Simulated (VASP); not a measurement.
Given:

```yaml
crystal:
  lattice:
    - [0.00000, 2.98235, 2.98235]
    - [2.98235, 0.00000, 2.98235]
    - [2.98235, 2.98235, 0.00000]
  atoms:
    - { symbol: Ca, position: [0.00000, 0.00000, 0.00000] }
    - { symbol: Se, position: [0.50000, 0.50000, 0.50000] }
```

All values below come from PBE GGA, VASP's PBE PAW potentials (set 64) (plane waves; VASP). Settings: 520 eV cut-off, 9×9×9 Γ-centred mesh, tetrahedra with Blöchl corrections, potentials Ca_sv Se.

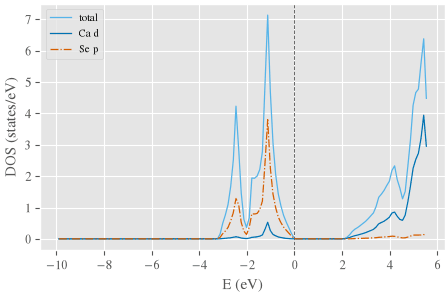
Fig. 1. Total and projected density of states, zero at the valence-band maximum

Within 2 eV below the valence-band maximum the largest weight inside VASP's projection spheres is Se p.

It has a band gap.

The compound is CaSe in the rock salt structure. It was relaxed first.
